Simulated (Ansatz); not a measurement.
## Computed energy over volume and axial ratio: Hf (hcp, Mg type)

Hf (hcp, Mg type)

```
Hf
1.0
    3.15907     0.00000     0.00000
   -1.57954     2.73584     0.00000
    0.00000     0.00000     4.99993
Hf
2
Direct
  0.33333   0.66667   0.75000
  0.66667   0.33333   0.25000
```

Two coordinates are scanned: the volume, and the ratio of the stretch along z (the conventional c axis) to the stretch across it. Atoms keep their fractional coordinates.

All values below come from PBEsol (plane waves to 420 eV, PAW, scalar-relativistic; Ansatz, a quantum-chemistry and plane-wave program). k mesh 17×17×9 (Γ-centred), Fermi-Dirac smearing 0.05 eV. E stands for the smeared free energy. With partly filled bands, the response to shear is sensitive to the k mesh, so small differences along c/a are uncertain. Hf is run without spin polarisation. Hf was relaxed with its symmetry unable to fall. Spin-orbit coupling is left out, though Hf is heavy. ΔE is measured from the relaxed starting cell.

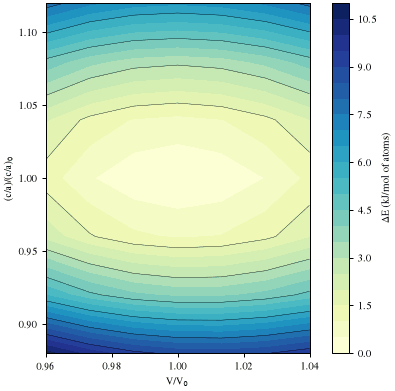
ΔE (kJ/mol of atoms) over the 7×7 grid of computed points.

The modulus against c/a change at fixed volume, (3/4V)·∂²E/∂(ln c/a)² (fit, atoms clamped) is 65 GPa. Highest place on the grid: V/V₀ = 0.960, (c/a)/(c/a)₀ = 0.880 (111 meV/atom). Lowest place on the grid: V/V₀ = 1.000, (c/a)/(c/a)₀ = 1.000 (0 meV/atom).

Near the relaxed cell σzz − σxx = −2Cδ (compression positive), C being this modulus and δ the logarithm of the ratio.

(A scan under strain: stresses follow from slopes of the energy per volume, elastic moduli from its curvatures.)
